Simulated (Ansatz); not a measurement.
# Formation energy and levels of the vacancy V_Cl in K3BrCl2 (P-3m1), part 2 of 2

Wanted: the transition levels of a vacancy in K3BrCl2 (P-3m1), from a cell of 54 host atoms with 1 Cl taken out.

Ansatz; place-levels on PBEsol runs: charge-transition levels and formation energies with image-charge correction and potential alignment at the atomic sites.

So far. Step 3 (Levels against the band edges, PBEsol): Under PBEsol the gap is 4.54 eV, (+1/0) 3.63, (0/−1) 4.72 (outside the gap) (with band filling) eV.

## (4) The same at the relaxations' own k-points

The relaxations' own energies give the levels at their sampling, for comparison.

The input, levels.relax_mesh.yaml:

```yaml
host:
  run: host.relax.run
states: [qm1.relax.run, q0_M1.relax.run, qp1.relax.run, qm1_M2.relax.run]
chemical_potentials:
  Cl:
    energy: -1060.711994
    dataset: "<sha256 of the dataset>"
```

The run is started by

```
$ ansatz place-levels levels.relax_mesh.yaml -- --threads 4 --pin off --max-ram 14131MiB
```

Numbers of over 12 decimals in the logs are rounded to 6 here.

The log of the run:

```text
(+1/0) 3.647 eV above the valence edge, 0.894 eV under the conduction edge
[...]
formation energy of charge +1: +0.818 eV with the Fermi level at the valence edge
formation energy of charge 0: +4.465 eV with the Fermi level at the valence edge
formation energy of charge -1: +9.136 eV with the Fermi level at the valence edge
  edges by pbesol, gap 4.542 eV; the host is sampled to repeats of 17.37 Å
[... the lines on each state left out ...]
```

The job ended after 0.11 s (4 threads of Arm Neoverse V2, shared host).

Levels between neighbouring charges, in eV above the valence top:

```csv
,gap (eV),(+1/0),(0/−1)
"one point at (¼, ¼, ¼)",4.54,3.65,4.67
a 2×2×2 shifted mesh,4.54,3.63,4.72
```

Going from one point at (¼, ¼, ¼) to a 2×2×2 shifted mesh moves the levels that carry no band-filling term by up to 0.02 eV and formation energies against the elements by up to 0.03 eV; band-filling terms, which differ between samplings, are in these energies.

## (5) Placing the levels, r2SCAN

r2SCAN on the same structure is run to see how far the result rests on the functional, though not on the errors that semilocal functionals share; the sampling changes too, to one point at (¼, ¼, ¼), so differences hold both changes.

The input, qm1.r2scan/input.yaml:

```yaml
crystal:
  checkpoint: "../qm1.relax.run"
  host: checkpoint
total_charge: -1
basis:
  ecutwfc: 500
  xc_grid: 2
hamiltonian:
  xc: r2scan
kpoints:
  mp_grid: { grid: [1, 1, 1], shift: [0.25, 0.25, 0.25] }
scf:
  occupations: { method: fermi_dirac, width: 0.01 }
  max_iter: 80
output:
  forces: true
  eigenvalues: true
  charged_corrections:
    epsilon: 2.47
    static_epsilon: 5.3
    defect_position: [0.555556, 0.444444, 0.338598]
  eigenstates: { localisation: true }
  populations: true
  band_densities: [{ bands: [v1, v1] }, { bands: [c1, c1] }]
  write_density: true
  write_potential: true
  volumetric_format: npy
checkpoint:
  write: "../qm1.r2scan.run"
  compress: false
  write_wavefunctions: false
  write_every: 100000
```

Run time: 56 s. Hardware: 4 threads; peak memory 3.5 GiB; 3.6 min of CPU time.

The input, levels.r2scan.yaml:

```yaml
host:
  run: host.r2scan.run
  levels_from: { run: edges.r2scan.run }
states: [qm1.r2scan.run, q0_M1.r2scan.run, qp1.r2scan.run, qm1_M2.r2scan.run]
geometry_from:
  qm1.r2scan.run: qm1.relax.run
  q0_M1.r2scan.run: q0_M1.relax.run
  qp1.r2scan.run: qp1.relax.run
  qm1_M2.r2scan.run: qm1_M2.relax.run
  host.r2scan.run: host.relax.run
chemical_potentials:
  Cl:
    energy: -1083.517615
    dataset: "<sha256 of the dataset>"
```

The run is started by

```
$ ansatz place-levels levels.r2scan.yaml -- --threads 4 --pin off --max-ram 14131MiB
```

The log of the run:

```text
(+1/0) 3.890 eV above the valence edge, 1.423 eV under the conduction edge
(0/-1) 5.450 eV above the valence edge, in the conduction band
formation energy of charge +1: +1.018 eV with the Fermi level at the valence edge
formation energy of charge 0: +4.908 eV with the Fermi level at the valence edge
formation energy of charge -1: +10.358 eV with the Fermi level at the valence edge
  edges by r2scan of host.levels_from (edges.r2scan.run), its mesh sampled to repeats of 31.38 Å (the valence edge +0.051 eV and the conduction edge -0.593 eV from those of the host's own run), gap 5.313 eV; the host is sampled to repeats of 17.37 Å
[... the lines on each state left out ...]
```

Wall time 0.22 s (4 threads).

Under r2SCAN the gap is 5.31 eV, (+1/0) 3.89, (0/−1) 5.45 (outside the gap) eV.

## (6) What a wrong or other choice does

In this try the input is made faulty on purpose, to show what that does.

A choice is tested by changing it alone.

levels.try0.yaml is levels.point.yaml with these lines changed:

```diff
-epsilon: 2.47
-static_epsilon: 5.3
+epsilon: 1.0001
+static_epsilon: 1.0001
```

The run is started by

```
$ ansatz place-levels levels.try0.yaml -- --threads 4 --pin off --max-ram 14131MiB
```

The log of the run:

```text
(+1/0) 2.741 eV above the valence edge, 1.800 eV under the conduction edge
[...]
formation energy of charge +1: +1.708 eV with the Fermi level at the valence edge
formation energy of charge 0: +4.449 eV with the Fermi level at the valence edge
formation energy of charge -1: +9.164 eV with the Fermi level at the valence edge
vertical -1 to 0: no energy, since no alignment is typed
vertical +1 to 0: no energy, since no alignment is typed
vertical -1 to 0: no energy, since no alignment is typed
  edges by pbesol, gap 4.541 eV; the host is sampled to repeats of 26.90 Å
[... the lines on each state left out ...]
```

The change: no screening of the image charge.

Levels in eV above the valence top; the changed ones are not the defect's:

```csv
,gap (eV),(+1/0),(0/−1)
changed,4.54,2.74,4.72
as set up,4.54,3.63,4.72
```

The largest shift is 0.89 eV, band-filling terms included.

## (7) Side by side

Levels between neighbouring charges, in eV above each run's own valence top:

```csv
,gap (eV),(+1/0),(0/−1),CPU time a state at this stage (restarts are quicker than cold starts)
"PBEsol, 2×2×2 shifted mesh",4.54,3.63,4.72,14 min
"r2SCAN on PBEsol structures, (¼, ¼, ¼)",5.31,3.89,5.45,7.9 min
```

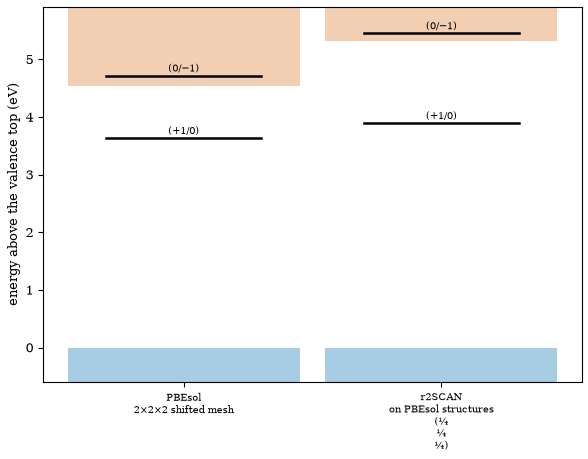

Levels between stable charges at each rung, each against its own band edges (shaded).

## (8) Outcome

```yaml
gap_of_the_host: 4.54 eV (PBEsol)
level_plus_1_over_0: 3.63 eV above the valence top
level_0_minus_1: 4.72 eV above the valence top, past the conduction bottom (4.73 eV above the valence top without the band-filling term)
lowest_of_the_charges_placed_just_above_the_valence_top_0p02_ev: +1
lowest_of_the_charges_placed_just_below_the_conduction_bottom_0p02_ev: 0
lowest_formation_energy_at_mid_gap_of_the_charges_run_elemental_references: 3.09 eV
```

Of the charges placed (−1, 0 and +1), the lowest changes at 3.63 eV (+1/0) above the valence top, in a gap of 4.54 eV. Charges above +1 were not placed, so these runs say nothing of levels that involve them. States placed: +1 at 0 μB; 0 at 1 μB; −1 at 0 μB and 2 μB. Other spin states or structures, where not listed, weren't placed. The program finds carriers beyond a band edge of the host and adds a band-filling term at charge −1 (-0.01 eV); steps to such a charge show no bound level, and a defect level inside a band would be read the same way. Going from one point at (¼, ¼, ¼) to a 2×2×2 shifted mesh moves the levels that carry no band-filling term by up to 0.02 eV and formation energies against the elements by up to 0.03 eV; band-filling terms, which differ between samplings, are in these energies. Keep in mind: PBEsol makes the gap too small and tends to spread out bound carriers; where a gas molecule sets a chemical potential or the host's formation energy, its binding is uncorrected.

[Logs are printed without paths, hosts, clocks, repeated set-up lines and the standing remarks that a program may print on its own settings, such as how far it seeks lower states.]

[Hosts, paths, dates, database ids (printed as entryN), source tags and the programs' standing remarks are cut or masked in the printed files.]

[Where a table of states has a column of steps, it counts the stored structures, which are thinned; the runs took as many ionic steps or more.]

[A defect's name tells the site on which it was built; relaxed atoms can leave that site.]

[For some hosts the program warned that the k-mesh of the response run may be too coarse for force constants and the static dielectric constant; such warnings are not shown here.]
